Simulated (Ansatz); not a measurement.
**Ge, carrier doping**

Base system: Ge in the diamond structure (space group Fd-3m, No. 227; a = 5.6746 Å).

Carriers are added at fixed cell with a uniform background; the Fermi–Dirac width is that of 300 K.

All numbers come from DFT with r2SCAN, PAW potentials and a 500 eV plane-wave cutoff in Ansatz (a program for electronic structure), no spin-orbit coupling.

Notes on the quantities. Fermi level from band edge: Fermi level relative to the doped band's edge (positive inside the band; to 0.05 eV).

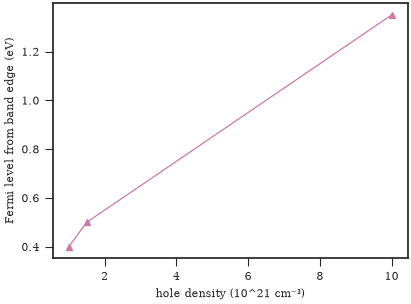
Fermi level from band edge against hole density

### Question
From the plot, what is the Fermi level from band edge for holes 1.0×10^22 cm⁻³?

### Answer
About 1.35 eV.

### Question
Is the trend monotonic over the range shown?

### Answer
Yes, it rises throughout, spanning +0.40 eV to +1.35 eV.

Charged cell with a jellium background: band edges are those of the host's band count, energies are not comparable with the neutral cell, and many-body gap narrowing is missing. No phonon test of stability was made.
